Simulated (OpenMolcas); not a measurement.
# CH3FGeO (SMILES C[O][Ge][F]) at 6 levels

Aim: a comparison of 6 runs (HF/3-21G, B2PLYP/6-31G*, B3LYP/6-31G*, BLYP/6-31G*, M06-2X/6-31G*, M06-L/6-31G*) of CH3FGeO. 

The calculation is run with OpenMolcas 26.06.

## (1) The structure to begin with

The species is CH3FGeO (7 atoms), meant as a singlet with charge 0. As SMILES, `C[O][Ge][F]`. The coordinates come from a PBE0-D4/def2-TZVP relaxation. This is one conformer, not always the lowest.

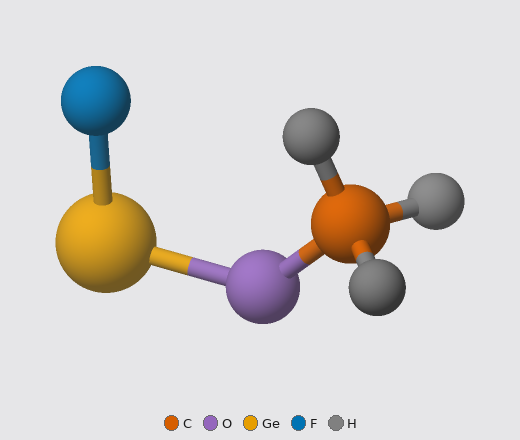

The structure, seen from a chosen angle (carbon orange, oxygen purple, germanium amber, fluorine blue, hydrogen grey).

## (2) Energy and gradient at HF/3-21G (run 1)

job.input reads:

```
&GATEWAY
BasLib=$CurrDir
Coord
7
angstrom
C       -0.504800       0.491500       0.394900
O        0.412400       0.624200      -0.671900
Ge       1.441700      -0.610700      -1.398400
F        0.967400      -1.990600      -0.400200
H       -0.548500      -0.532200       0.773800
H       -0.208000       1.161100       1.206600
H       -1.498700       0.788500       0.049700
Basis=3-21G
Group=NoSym
&SEWARD
&SCF
Thresholds=1e-10 1e-07 1e-07 1e-05
PrOrbitals=1 2
&ALASKA
```

The basis set 3-21G is read from a file made from the Basis Set Exchange's data (not shown).

The run is started by

```console
$ export MOLCAS_MEM=1860
$ pymolcas job.input > job.log
```

Output:

```text
--- Start Module: gateway ---
[...]
--- Stop Module: gateway /rc=_RC_ALL_IS_WELL_ ---
[...]
      Basis functions           55
[...]
--- Start Module: scf ---
[...]
       Convergence after  13 Iterations
[...]
::    Total SCF energy                              -2278.1663229397
[...]
      Total spin, S                                     0.0000000000
[...]
      Total electronic charge=   58.000000
      Total            charge=   -0.000000
[...]
      Dipole Moment (debye):
      Origin of the operator (angstrom)=    0.9942   -0.5297   -0.9274
                   X= -1.2524E-01               Y=  5.5297E-01               Z= -5.0235E-02           Total=  5.6920E-01
      Quadrupole Moment (debye*angstrom):
[...]
--- Stop Module: scf /rc=_RC_ALL_IS_WELL_ ---
--- Start Module: alaska ---
[...]
 *              Molecular gradients               *
 **************************************************
  Irreducible representation: a
 ------------------------------------------------------------------------------------------
                              X                       Y                       Z
 ------------------------------------------------------------------------------------------
  C1                1.77309005010224E-02   -4.29535914747037E-03   -1.82441314248276E-02
  O2               -2.77505459878338E-02    3.08875852007553E-02    2.04279555924103E-02
  GE3               1.81428551956273E-02    5.28759249155575E-03   -2.20262501854691E-02
  F4               -5.43788257585476E-03   -3.20072857578282E-02    1.69803407125659E-02
  H5               -5.25102143425382E-04   -6.99750571473912E-03    2.78844584013260E-03
  H6                3.61945741703945E-03    4.90962141039253E-03    4.23074272882884E-03
  H7               -5.77968240666316E-03    2.21535151724850E-03   -4.15710326366292E-03
 ------------------------------------------------------------------------------------------
--- Stop Module: alaska /rc=_RC_ALL_IS_WELL_ ---
[...]
```

Run time: 1.9 s. Hardware: 1 thread of Intel Xeon 6975P-C (Granite Rapids), shared host; peak memory 0.39 GiB.

## (3) The energy at B2PLYP/6-31G(d) (spherical functions) (run 2)

calc.input reads:

```
&gateway
 baslib
 $CurrDir
 coord
 7
 angstrom
 C       -0.504800       0.491500       0.394900
 O        0.412400       0.624200      -0.671900
 Ge       1.441700      -0.610700      -1.398400
 F        0.967400      -1.990600      -0.400200
 H       -0.548500      -0.532200       0.773800
 H       -0.208000       1.161100       1.206600
 H       -1.498700       0.788500       0.049700
 basis
 6-31Gs
 group
 NoSym

&seward
 gridinput
 Grid=UltraFine
 End of Grid

&scf
 ksdft
 B2PLYP_SCF
 thresholds
 1e-10 1e-07 1e-07 1e-05
 prorbitals
 0

&mbpt2
 frozen
 12
```

The basis set 6-31G* is read from a file made from the Basis Set Exchange's data (not shown).

The run is started by

```console
$ export MOLCAS_MEM=1860
$ pymolcas calc.input > calc.log
```

Output:

```text
--- Start Module: gateway ---
[...]
--- Stop Module: gateway /rc=_RC_ALL_IS_WELL_ ---
[...]
      Basis functions           80
[...]
--- Start Module: scf ---
[...]
       Convergence after  15 Iterations
[...]
::    Total KS-DFT energy                           -2290.9447736807
[...]
      Total spin, S                                     0.0000000000
[...]
      Total electronic charge=   58.000000
      Total            charge=   -0.000000
[...]
      Dipole Moment (debye):
      Origin of the operator (angstrom)=    0.9942   -0.5297   -0.9274
                   X= -1.0195E-01               Y=  6.5368E-01               Z= -1.0964E-01           Total=  6.7061E-01
      Quadrupole Moment (debye*angstrom):
[...]
--- Stop Module: scf /rc=_RC_ALL_IS_WELL_ ---
[...]
--- Start Module: mbpt2 ---
[...]
 ###    WARNING: MP2 implementation intended for RHF references only         ###
 ###############################################################################
MBPT2 WARNING: Reference function according to RunFile:KS-DFT
I'll assume you know what you're doing and continue
WARNING!
Default frozen orbitals as non valence orbitals is overwritten by user input.
Default values:  17
[...]
       Reference weight ( Cref**2 )         =        0.76644
::    Total MBPT2 energy                            -2291.8266457934
[...]
      Total MBPT2 calculations                           0.16      0.19
--- Stop Module: mbpt2 /rc=_RC_ALL_IS_WELL_ ---
[...]
```

Wall time 13 s (1 thread of Intel Xeon 6975P-C (Granite Rapids), shared host); peak memory 0.45 GiB.

Runs 3 to 5 aren't shown in full; the table further down has their settings and results.

## (4) Energy and forces at M06-L/6-31G(d) (spherical functions) (run 6)

calc.input reads:

```
&GATEWAY
 BASLIB
 $CurrDir
 COORD
 7
 angstrom
 C       -0.504800       0.491500       0.394900
 O        0.412400       0.624200      -0.671900
 Ge       1.441700      -0.610700      -1.398400
 F        0.967400      -1.990600      -0.400200
 H       -0.548500      -0.532200       0.773800
 H       -0.208000       1.161100       1.206600
 H       -1.498700       0.788500       0.049700
 BASIS
 6-31Gs
 GROUP
 NoSym

&SEWARD
 GRIDINPUT
 Grid=UltraFine
 End of Grid

&SCF
 KSDFT
 M06L
 THRESHOLDS
 1e-10 1e-07 1e-07 1e-05
 PRORBITALS
 1 1

&ALASKA
```

The basis set 6-31G* is read from a file made from the Basis Set Exchange's data (not shown).

The run is started by

```console
$ export MOLCAS_MEM=1860
$ pymolcas calc.input > calc.log
```

Output:

```text
--- Start Module: gateway ---
[...]
--- Stop Module: gateway /rc=_RC_ALL_IS_WELL_ ---
[...]
      Basis functions           80
[...]
--- Start Module: scf ---
[...]
       Convergence after  15 Iterations
[...]
::    Total KS-DFT energy                           -2291.6567846398
[...]
      Total spin, S                                     0.0000000000
[...]
      Total electronic charge=   58.000000
      Total            charge=   -0.000000
[...]
      Dipole Moment (debye):
      Origin of the operator (angstrom)=    0.9942   -0.5297   -0.9274
                   X= -9.5036E-02               Y=  6.4403E-01               Z= -1.1340E-01           Total=  6.6081E-01
      Quadrupole Moment (debye*angstrom):
[...]
--- Stop Module: scf /rc=_RC_ALL_IS_WELL_ ---
[...]
--- Start Module: alaska ---
[...]
 *              Molecular gradients               *
 **************************************************
  Irreducible representation: a
 ------------------------------------------------------------------------------------------
                              X                       Y                       Z
 ------------------------------------------------------------------------------------------
  C1               -1.91539505415417E-03    1.36052328365510E-03    1.67142311691659E-03
  O2                8.96900461412109E-03   -1.26931040834961E-02   -5.68966090254808E-03
  GE3              -1.12610787851040E-02    5.63498157403997E-03    1.06303033386936E-02
  F4                2.62846509972281E-03    5.41114398038189E-03   -4.75257934860807E-03
  H5               -8.25351737891999E-05    2.55476725943593E-03   -7.57326289936078E-04
  H6               -5.06747200990532E-04   -1.52496556028137E-03   -1.75079667581013E-03
  H7                2.16828650007095E-03   -7.43346453818239E-04    6.48636761411359E-04
 ------------------------------------------------------------------------------------------
--- Stop Module: alaska /rc=_RC_ALL_IS_WELL_ ---
[...]
```

Run time: 23 s. Hardware: 1 thread of Intel Xeon 6975P-C (Granite Rapids), shared host; peak memory 0.45 GiB.

## (5) All runs side by side

```
run                                level      task  frozen core orbitals   energy (Eh)  dipole moment (D)  HOMO energy (eV)  LUMO energy (eV)  wall time
  1                             HF/3-21G  gradient                     –  -2278.166323               0.57            -10.44              1.33      1.9 s
  2  B2PLYP/6-31G* (spherical functions)    energy                    12  -2291.182879               0.67             -9.11             -0.69       13 s
  3   B3LYP/6-31G* (spherical functions)  gradient                     –  -2291.787751               0.69             -7.81             -1.97       19 s
  4    BLYP/6-31G* (spherical functions)  gradient                     –  -2291.761686               0.74             -6.57             -2.36       19 s
  5  M06-2X/6-31G* (spherical functions)  gradient                     –  -2291.651202               0.66             -9.13             -0.87       25 s
  6   M06-L/6-31G* (spherical functions)  gradient                     –  -2291.656785               0.66             -6.83             -2.20       23 s
```

## (6) Summary of results

| quantity | value |
| --- | --- |
| run 6: total energy | -2291.65678 Eh |
| run 6: dipole moment | 0.66 D |
| run 6: HOMO energy | -6.83 eV |
| run 6: LUMO energy | -2.20 eV |
| run 6: HOMO–LUMO gap | 4.63 eV |
| run 6: largest force on an atom | 0.851 eV/Å |

What this shows: The dipole moment (its size) runs from 0.57 D (HF/3-21G) to 0.74 D (BLYP/6-31G*). The two ends differ in method and basis. The HOMO–LUMO gap runs from 4.20 eV (BLYP/6-31G*) to 11.77 eV (HF/3-21G). For B2PLYP the log adds the whole second-order term; the table takes 0.27 of it, as the functional is defined. Totals of different functionals can't be ranked against each other. All runs together took 1.7 min, the longest 25 s.
